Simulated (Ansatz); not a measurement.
## Single-point calculation, with input and output: C$_{2}$H$_{9}$AlClP

The run: single-point calculation of C$_{2}$H$_{9}$AlClP, SMILES [CH3][Al-]([CH3])([PH3+])[Cl]. Method and program: RKS PBE0-D4/def2-TZVPP (Ansatz 0.2.0).

The geometry comes from this level: PBE0-D4/def2-TZVP.

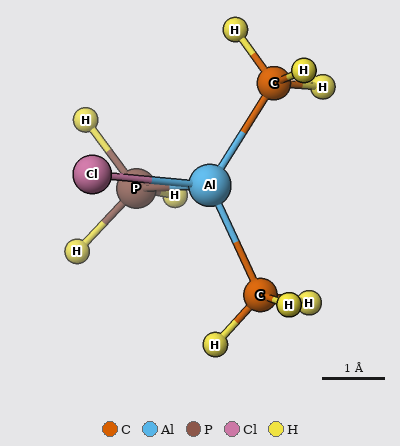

Fig. 1: The structure (ball-and-stick view, seen at a tilt). Sticks mark near contacts. Bond lengths as drawn: Al–C 1.96 Å, Al–Cl 2.16 Å, Al–P 2.55 Å, C–H 1.09 to 1.10 Å and H–P 1.41 Å.

**Input**
```yaml
crystal:
  periodic: [false, false, false]
  atoms:
    - {symbol: C, position_ang: [-1.761865, 1.021123, 0.207611]}
    - {symbol: Al, position_ang: [0.101371, 0.644001, -0.255635]}
    - {symbol: C, position_ang: [1.578050, 0.813501, 1.016861]}
    - {symbol: P, position_ang: [0.052501, -1.871926, -0.696556]}
    - {symbol: Cl, position_ang: [0.623757, 0.997906, -2.320531]}
    - {symbol: H, position_ang: [-2.054567, 0.558057, 1.155439]}
    - {symbol: H, position_ang: [-1.910513, 2.100453, 0.321225]}
    - {symbol: H, position_ang: [-2.460097, 0.684763, -0.563900]}
    - {symbol: H, position_ang: [2.506562, 0.376215, 0.639306]}
    - {symbol: H, position_ang: [1.349962, 0.346115, 1.980195]}
    - {symbol: H, position_ang: [1.783566, 1.870767, 1.216603]}
    - {symbol: H, position_ang: [-0.241098, -2.872291, 0.255924]}
    - {symbol: H, position_ang: [1.246594, -2.413126, -1.211557]}
    - {symbol: H, position_ang: [-0.827124, -2.284962, -1.716186]}
basis:
  gaussian: {orbitals: def2-TZVPP}
hamiltonian: {xc: pbe0, dispersion: d4}
output: {orbitals: {seedname: orbitals}}
```

Run as:
```bash
ansatz run in.yaml --threads 4 --pin off --events-out ev --progress --plain --max-ram 11315MiB
```

**Log**
```
Functional definition: PBE0
  name "PBE0"
  cite "Adamo & Barone, J. Chem. Phys. 110, 6158 (1999) doi:10.1063/1.478522"
  cite "Perdew, Burke & Ernzerhof, Phys. Rev. Lett. 77, 3865 (1996) doi:10.1103/PhysRevLett.77.3865"
  parent pbe
  parameter a = 0.25
  parameter kappa = 0.804
  parameter beta = 0.06672455060314922
  exchange = (1 - a)*pbe_x(kappa = kappa, mu = beta*pi^2/3) + a*exact_x
  correlation = pbe_c(beta = beta)
1816 factors; their error is unknown
mean field evaluation 1: about -30608.2023 eV, gradient 7.2e1 eV
mean field evaluation 2: about -30602.5019 eV, gradient 7.9e1 eV
mean field evaluation 4: about -30619.9502 eV, gradient 3.6e0 eV
mean field evaluation 8: about -30619.9791 eV, gradient 4.2e-2 eV
mean field evaluation 16: about -30620.0130 eV, gradient 3.7e-5 eV
mean field -30620.01299802 eV, -1125.2647226870 hartree, gradient 3.7e-5 eV, S^2 0.000000; 0 other end points of the search recorded, 0 dependent functions left out
reference -30620.01303856 eV, -1125.2647241770 hartree; 33, 33 occupied and 281, 281 virtual orbitals, 1816 factors
Total energy: -30620.30811819 eV, -1125.2755681531 hartree
```

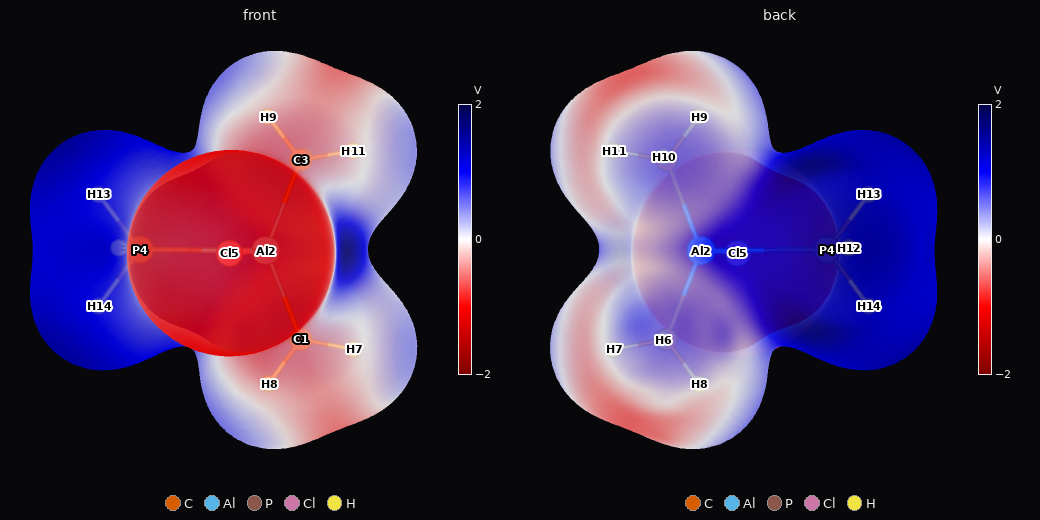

Fig. 2: The molecular electrostatic potential painted on the density surface at 0.002 e/bohr³, seen face on and from behind; the colour scale runs from red (negative) to blue (positive).

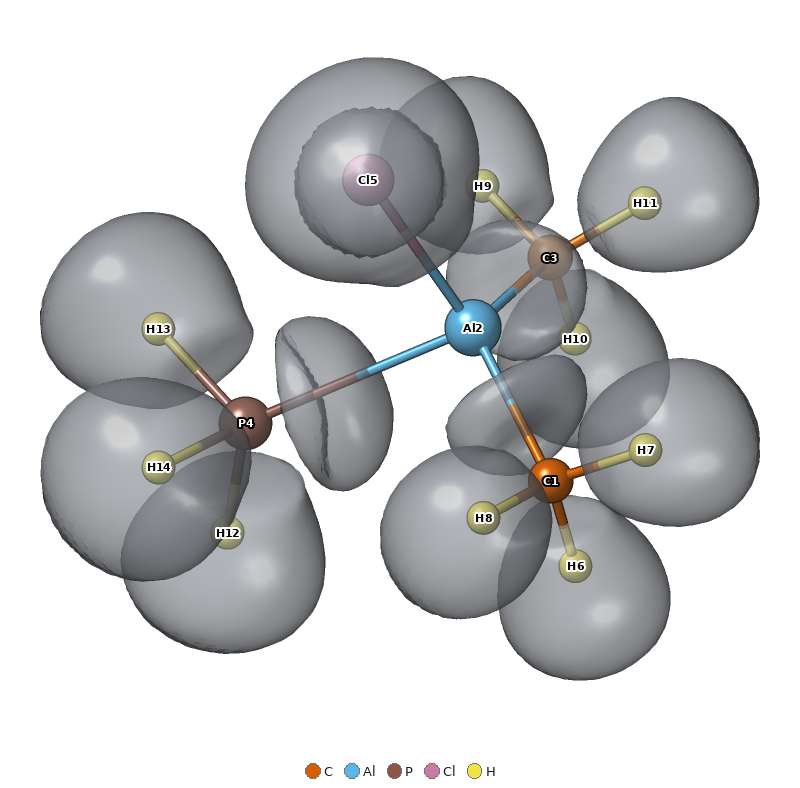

Fig. 3: Isosurface of the ELF at 0.8 (grey), seen at an oblique angle. Core shells and regions of very low density are left out. Along the contacts the grid gives the following. C–Al (1.96 Å): the ELF peaks at about 0.95 between the atoms, which marks a polar covalent bond. Al–Cl (2.16 Å): the ELF peaks at about 0.90 in the valence shell of Cl, 0.8 Å from its nucleus, and is about 0.80 at the midpoint.

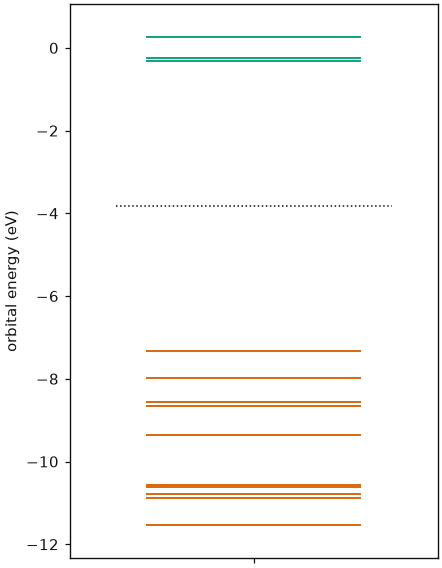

Fig. 4: Orbital energies near the frontier; the dotted line parts filled from empty levels, and levels within 0.02 eV of each other stand side by side. Highest filled −7.34 eV, lowest empty −0.32 eV, 7.02 eV apart.

**Summary**

| quantity | value |
| --- | --- |
| outcome | converged |
| total energy | −30620.3081 eV |
| mean-field energy | −30620.0130 eV |
| dispersion energy | −0.2951 eV |
| SCF solution under orbital rotations | stable |
| HOMO | −7.34 eV |
| LUMO | −0.32 eV |
| hardware | 4 threads of Arm Neoverse V2, 23 GiB of memory available, shared host |
| wall time | 4.7 s (CPU time 18 s) |
| peak memory | 1.1 GiB |
